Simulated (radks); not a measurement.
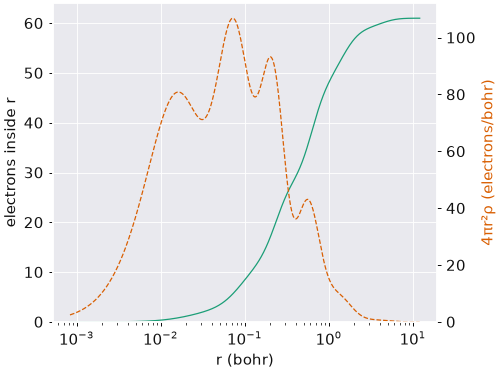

The neutral promethium atom in the configuration [Xe] 4f5 6s2 (high spin). It sits in a hard spherical wall of radius 12 bohr. Theory: scalar-relativistic Kohn-Sham, PBEsol, spin-polarised, spherical densities, finite nucleus (computed with the in-house radial solver radks).

The plot shows the number of electrons inside radius r (solid) and the radial density 4πr²ρ (dashed).

Q: Read the plot.

Answer: The count levels off at 61 electrons. Half of them lie within 0.437 bohr, 90 % within 1.66 bohr and 99 % within 4.98 bohr. The radial density has minima at 0.0310, 0.132 and 0.400 bohr, where the count stands at 2.0, 11.1 and 29.2; these part the shells that the density resolves.
